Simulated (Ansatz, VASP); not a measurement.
# SiTe2: VASP beside Ansatz, part 2 of 2

Aim: how closely do two programs agree when they are given the same cell, functional and k mesh? The cell is generated by rule, not measured, and may not be a known phase. The cell is taken from a series of VASP runs on this material, whose earlier steps may have relaxed, scaled or displaced it; both programs get it as it stands. Valence electrons are named where the data sets of a main pair hold unlike numbers.

VASP 6.6.1 and Ansatz 0.2.0.

So far: The structure; VASP: band structure, PBEsol; Ansatz: band structure, PBEsol; Side by side; Further runs.

## 6. VASP: band structure, PBEsol, spin-orbit coupling

Level of this step: PBEsol, spin-orbit coupling; plane waves and PAW (Si, Te); invented cell (VASP).

With cell and atoms fixed, the geometry can't cause a difference; cores, projectors, grids and the points listed under the comparison can.

The input, INCAR:

```
SYSTEM = SiTe2
PREC = Accurate
ENCUT = 400
EDIFF = 1E-06
NELM = 100
ISMEAR = 0
SIGMA = 0.02
LREAL = .FALSE.
ALGO = Normal
GGA = PS
LNONCOLLINEAR = .TRUE.
MAGMOM = 0 0 0 0 0 0 0 0 0
NBANDS = 28
GGA_COMPAT = .FALSE.
LASPH = .TRUE.
LSORBIT = .TRUE.
LORBIT = 11
LWAVE = .FALSE.
LCHARG = .FALSE.
KPAR = 4
ISIF = 2
```

The input, POSCAR:

```
SiTe2
1.0
    0.0000000000      3.1343200000      3.1343200000
    3.1343200000      0.0000000000      3.1343200000
    3.1343200000      3.1343200000      0.0000000000
Si Te
1 2
Direct
    0.0000000000      0.0000000000      0.0000000000
    0.2500000000      0.2500000000      0.2500000000
    0.7500000000      0.7500000000      0.7500000000
```

The input, KPOINTS:

```
Automatic mesh
0
Gamma
8 8 8
0 0 0
```

The input, KPOINTS_OPT:

```
Line mode
16
Line-mode
Reciprocal
  0.00000000   0.00000000   0.00000000 GAMMA
  0.50000000   0.00000000   0.50000000 X

  0.50000000   0.00000000   0.50000000 X
  0.50000000   0.25000000   0.75000000 W

  0.50000000   0.25000000   0.75000000 W
  0.37500000   0.37500000   0.75000000 K

  0.37500000   0.37500000   0.75000000 K
  0.00000000   0.00000000   0.00000000 GAMMA

  0.00000000   0.00000000   0.00000000 GAMMA
  0.50000000   0.50000000   0.50000000 L

  0.50000000   0.50000000   0.50000000 L
  0.62500000   0.25000000   0.62500000 U

  0.62500000   0.25000000   0.62500000 U
  0.50000000   0.25000000   0.75000000 W

  0.50000000   0.25000000   0.75000000 W
  0.50000000   0.50000000   0.50000000 L

  0.50000000   0.50000000   0.50000000 L
  0.37500000   0.37500000   0.75000000 K

  0.62500000   0.25000000   0.62500000 U
  0.50000000   0.00000000   0.50000000 X
```

The projector-augmented-wave data sets are Si and Te (PBE family, release 64).

Started as:

```console
> mpirun -np 4 vasp_ncl
```

Numbers of over 12 decimals in the logs are rounded to 6 here.

The log of the run:

```text
[banner, memory and clock lines left out]
running    4 mpi-ranks, on    1 nodes
[...]
[... a notice as in an earlier step ...]

 LDA part: xc-table for (Slater+PW92), standard interpolation
 POSCAR, INCAR and KPOINTS ok, starting setup
[...]
entering main loop
       N       E                     dE             d eps       ncg     rms          rms(c)
DAV:   1     0.523643212078E+02    0.52364E+02   -0.50783E+03  1624   0.763E+02
DAV:   2    -0.711280861546E+01   -0.59477E+02   -0.55351E+02  2068   0.144E+02
DAV:   3    -0.108314470523E+02   -0.37186E+01   -0.36333E+01  2084   0.346E+01
DAV:   4    -0.108964500818E+02   -0.65003E-01   -0.64879E-01  1884   0.535E+00
[...]
DAV:  11    -0.107413892314E+02    0.64957E-05   -0.85243E-06  1948   0.202E-02    0.273E-02
DAV:  12    -0.107413877584E+02    0.14729E-05   -0.25016E-06  1836   0.889E-03    0.964E-03
DAV:  13    -0.107413880779E+02   -0.31947E-06   -0.55851E-07  1032   0.460E-03
   1 F= -.10741388E+02 E0= -.10741318E+02  d E =-.141044E-03  mag=     0.0000     0.0000     0.0000
 Start KPOINTS_OPT (optional k-point list driver)
k-point batch [1-29\160]
       N       E                     dE             ncg
DAV:   1     0.381733409771E+04   -0.49875E+04     1624
DAV:   2     0.213235252259E+04   -0.16850E+04     2004
DAV:   3     0.201671510733E+04   -0.11564E+03     2128
DAV:   4     0.201414224510E+04   -0.25729E+01     1896
DAV:   5     0.201407933694E+04   -0.62908E-01     1992
DAV:   6     0.201407697613E+04   -0.23608E-02     1992
DAV:   7     0.201407689144E+04   -0.84694E-04     2004
DAV:   8     0.201407688807E+04   -0.33726E-05     1572
DAV:   9     0.201407688795E+04   -0.11541E-06     1088
[...]
k-point batch [146-160\160]
       N       E                     dE             ncg
DAV:   1     0.776332128842E+04   -0.46660E+04      840
DAV:   2     0.690781737279E+04   -0.85550E+03     1056
DAV:   3     0.685133272079E+04   -0.56485E+02     1156
DAV:   4     0.685005001561E+04   -0.12827E+01     1040
DAV:   5     0.685001622685E+04   -0.33789E-01     1076
DAV:   6     0.685001501293E+04   -0.12139E-02     1108
DAV:   7     0.685001496549E+04   -0.47442E-04     1052
DAV:   8     0.685001496343E+04   -0.20529E-05      928
DAV:   9     0.685001496333E+04   -0.10178E-06      640
```

From OUTCAR (step 6):

```text
  Total        9.7079726      9.7079726      9.7079726     -0.0000000     -0.0000000      0.0000000
  in kB      252.5684656    252.5684656    252.5684656     -0.0000000     -0.0000000      0.0000000
  external PRESSURE =     252.5684656 kB  Pullay stress =       0.0000000 kB

 POSITION                                       TOTAL-FORCE (eV/Angst)
 -----------------------------------------------------------------------------------
      0.00000      0.00000      0.00000        -0.000000      0.000000      0.000000
      1.56716      1.56716      1.56716         0.000000     -0.000000      0.000000
      4.70148      4.70148      4.70148        -0.000000      0.000000     -0.000000
 -----------------------------------------------------------------------------------
    total drift:                                0.000000      0.000000      0.000000

  FREE ENERGIE OF THE ION-ELECTRON SYSTEM (eV)
  ---------------------------------------------------
  free  energy   TOTEN  =       -10.7413880779 eV

  energy  without entropy=      -10.7412470336  energy(sigma->0) =      -10.74131756

 magnetization (x)
# of ion       s       p       d       tot
------------------------------------------
    1        0.000   0.000   0.000   0.000
    2       -0.000   0.000   0.000   0.000
    3        0.000  -0.000  -0.000  -0.000
--------------------------------------------------
tot          0.000  -0.000   0.000  -0.000

 magnetization (y)
# of ion       s       p       d       tot
------------------------------------------
    1        0.000  -0.000   0.000   0.000
    2        0.000   0.000   0.000   0.000
    3        0.000   0.000   0.000   0.000
--------------------------------------------------
tot          0.000  -0.000   0.000   0.000

 magnetization (z)
# of ion       s       p       d       tot
------------------------------------------
    1        0.000   0.000   0.000   0.000
    2       -0.000   0.000  -0.000  -0.000
    3       -0.000  -0.000  -0.000  -0.000
--------------------------------------------------
tot         -0.000  -0.000  -0.000  -0.000

[... 1 part as in an earlier step ...]

[... 2 further parts left out ...]
[key lines of the parts left out:]
E-fermi :  10.7829
```

The run ends at a pressure of 25.26 GPa.

## 7. Ansatz: band structure, PBEsol, spin-orbit coupling

The same cell, functional, mesh and smearing now go to Ansatz, which takes its cutoff from its data sets.

The cell is taken from a series of VASP runs on this material, whose earlier steps may have relaxed, scaled or displaced it; both programs get it as it stands.

The input, input.yaml:

```yaml
crystal:
  lattice:
    - [0.0, 3.13432, 3.13432]
    - [3.13432, 0.0, 3.13432]
    - [3.13432, 3.13432, 0.0]
  atoms:
    - { symbol: Si, position: [0.0, 0.0, 0.0] }
    - { symbol: Te, position: [0.25, 0.25, 0.25] }
    - { symbol: Te, position: [0.75, 0.75, 0.75] }
hamiltonian:
  xc: pbesol
  pseudopotentials: { kind: paw_fr }
magnetization:
  noncollinear: true
  spin_orbit: true
kpoints:
  mp_grid: { grid: [8, 8, 8] }
  band_path:
    path:
      - [0.0, 0.0, 0.0]
      - [0.16667, 0.0, 0.16667]
      - [0.33333, 0.0, 0.33333]
      - [0.5, 0.0, 0.5]
      - [0.5, 0.08333, 0.58333]
      - [0.5, 0.18333, 0.68333]
      - [0.5, 0.25, 0.75]
      - [0.45, 0.3, 0.75]
      - [0.40833, 0.34167, 0.75]
      - [0.35, 0.35, 0.7]
      - [0.225, 0.225, 0.45]
      - [0.075, 0.075, 0.15]
      - [0.03333, 0.03333, 0.03333]
      - [0.23333, 0.23333, 0.23333]
      - [0.4, 0.4, 0.4]
      - [0.51667, 0.46667, 0.51667]
      - [0.55833, 0.38333, 0.55833]
      - [0.60833, 0.28333, 0.60833]
      - [0.60833, 0.25, 0.64167]
      - [0.55833, 0.25, 0.69167]
      - [0.51667, 0.25, 0.73333]
      - [0.5, 0.3, 0.7]
      - [0.5, 0.38333, 0.61667]
      - [0.5, 0.48333, 0.51667]
      - [0.475, 0.475, 0.55]
      - [0.425, 0.425, 0.65]
      - [0.38333, 0.38333, 0.73333]
      - [0.59167, 0.18333, 0.59167]
      - [0.55, 0.1, 0.55]
      - [0.5, 0.0, 0.5]
    npoints: 1
scf:
  occupations: { method: gaussian, width: 0.02 }
  n_extra_bands: 14
output:
  forces: true
  stress: true
  eigenvalues: true
```

Started as:

```console
> ansatz run input.yaml --threads 2 --pin off --max-ram 4608MiB --backend cpu --events-out ev --progress --plain --runs-dir out
```

The log of the run:

```text
[...]
non-collinear run that drives no moment, with spin-orbit: no starting moment large enough to seed its density (crystal.atoms[].spin), no starting occupations that ask for one, no magnetisation constraint and no magnetic field, so the semilocal B_xc is pinned to zero
Crystal: 3 atoms, lattice volume = 61.583 Å³
[...]
k-point 1: bands = [... 32 lower, 10.8841, 10.8841, 11.2019, 11.2019, 12.9048, 12.9048, 14.6769, 14.6769, ... 10 higher]
  k-point 2: bands = [... 32 lower, 10.6275, 10.6275, 11.0657, 11.0657, 14.3175, 14.3175, 15.0499, 15.0499, ... 10 higher]
  k-point 28: bands = [... 32 lower, 12.7497, 12.7497, 14.5451, 14.5451, 15.4007, 15.4007, 16.3278, 16.3278, ... 10 higher]
[key lines of the parts left out:]
SCF converged after 7 iterations
Magnetization: |M| = 0.0000 μB,  M = (+0.0000, +0.0000, +0.0000) μB
Free energy (F): -14427.575129 eV
Fermi energy:    13.994236 eV
P = ⅓ Tr σ = 24.9850 GPa (249.850 kbar)
```

Wall time 28 s (2 threads of Arm Neoverse N1, shared host); peak memory 0.52 GiB; 53 s of CPU time.

## 8. Differences

What differs besides the data sets and the points named for the pairs above, as far as they apply: spin-orbit coupling enters by fully relativistic files in Ansatz and inside the spheres in VASP; the data sets hold 36 valence electrons in Ansatz (on its fully relativistic PAW (standard-fr) files) and 16 in VASP. Total energies have different zeros and are not compared.

Both answers:

| quantity | Ansatz | VASP | difference |
| --- | --- | --- | --- |
| pressure (GPa) | 24.98 | 25.26 | -0.27 |

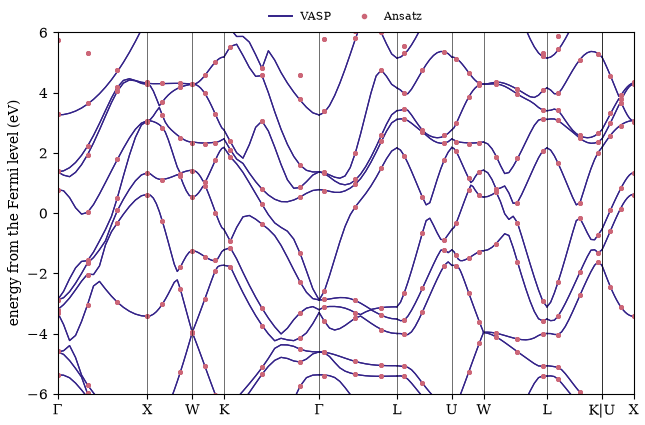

Bands from VASP (lines) and levels from Ansatz (dots). Dots without a line are higher empty bands that the VASP plot leaves out.

Levels from 3 eV below to 2 eV above the Fermi level differ by 11 meV r.m.s. and 33 meV at most; each VASP level is matched to the nearest of Ansatz, which flatters the figure a little.

## 9. Results

```
r.m.s. difference of levels near the Fermi level (band structure, PBEsol)                      : 6.8 meV
r.m.s. difference of levels near the Fermi level (band structure, PBEsol, spin-orbit coupling) : 11 meV
```

In words: The r.m.s. difference of levels near the Fermi level is 11 meV (band structure, PBEsol, spin-orbit coupling), within the 80 meV picked in this series as the mark of a large difference. The data sets hold unlike numbers of valence electrons (36 in Ansatz and 16 in VASP), so part of the differences comes from the potentials. For band structure, PBEsol, no further run moves any of the tabulated differences by more than a quarter of its size. 1 further run of this series is not shown here. How closely two codes agree says nothing of how well the functional describes the real material.

[Lines on the potential files, build, host, timing and source positions are cut from VASP's logs without a mark.]

[Logs are printed without paths, hosts, clocks, repeated set-up lines and the standing remarks that a program may print on its own settings, such as how far it seeks lower states.]

[Hosts, paths, dates, database ids (printed as entryN), source tags and the programs' standing remarks are cut or masked in the printed files.]
